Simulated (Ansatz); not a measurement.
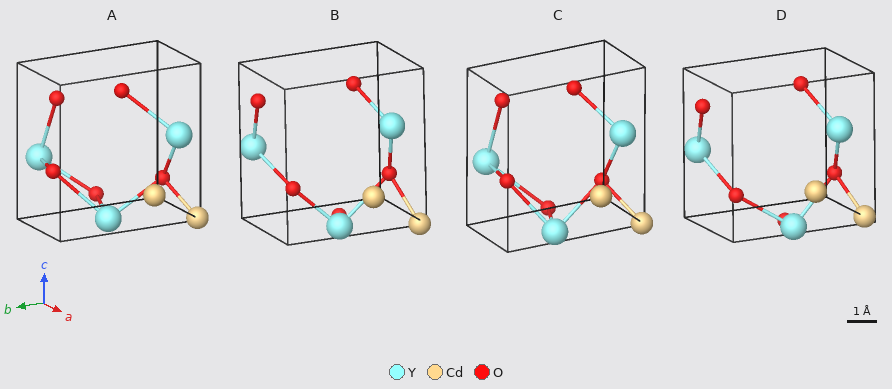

4 geometries from one relaxation of a crystal of Y2CdO4 (built on the K2PdCl4-123 type type), in shuffled order. The picture is a ball-and-stick view of the cell of the calculation, reduced to other axes, seen from a free direction. Lengths and directions refer to the drawn axes.

Case: shaken.

These are results of DFT, PBEsol, plane waves, PAW in Ansatz, not measurements. Set-up: plane-wave cutoff 420 eV; k-point mesh 4 × 4 × 6; occupations fermi dirac; smearing width 0.05 eV; no spin polarisation; cell and atoms relaxed; force threshold 0.01 eV/Å; at most 120 steps.

**Put them in the order of the run, from the start to the converged end.**

A, C, B, D. They are steps 0, 3, 7, 16, at +516 meV per atom, +283 meV per atom, +53.0 meV per atom relative to the last. The largest move relative to the cell is that of an O atom, 1.15 Å along [3 0 −1]. Largest moves by element: O 1.15 Å, Y 0.86 Å, Cd 0.64 Å. The volume changes by +6.8 %, with a 3.045 → 3.380 Å (+11.0 %), b 5.627 → 5.668 Å (+0.7 %), c 5.657 → 5.405 Å (−4.4 %), α 89.2° → 88.2°, γ 88.7° → 90.0°. Some distances before and after: O–Y 2.361 → 4.166 Å, O–Y 2.449 → 4.120 Å, O–Y 2.674 → 4.166 Å, Cd–O 3.676 → 2.413 Å. New bonds form, among them: Cd–O (3.55 → 2.41 Å), Cd–O (3.68 → 2.41 Å). Bonds break, among them: O–Y (2.36 → 4.17 Å), O–Y (2.45 → 4.12 Å), O–Y (2.67 → 4.17 Å), O–Y (2.86 → 4.12 Å). Among the angles between lasting bonds that change: O–Cd–O 171.8° → 91.1°, O–Y–O 106.0° → 180.0°, O–Y–O 112.7° → 180.0°. The space group (tolerance 0.01 Å) goes from P1 (No. 1) to P2/m (No. 10). After 14 accepted moves (16 points after the start) the energy has fallen by 516 meV per atom. Largest force component: 3.1 eV/Å at the start, 0.0037 eV/Å at the end. The pressure goes from −1.54 to 0.00 GPa. At 2 points the geometry stayed and the basis and grid were re-selected for the new cell (energy shift of 9.8 meV per atom at most each time). Cost: 52 s on 4 threads of Intel(R) Xeon(R) Platinum 8488C (Sapphire Rapids) (shared host), peak memory 0.57 GiB.
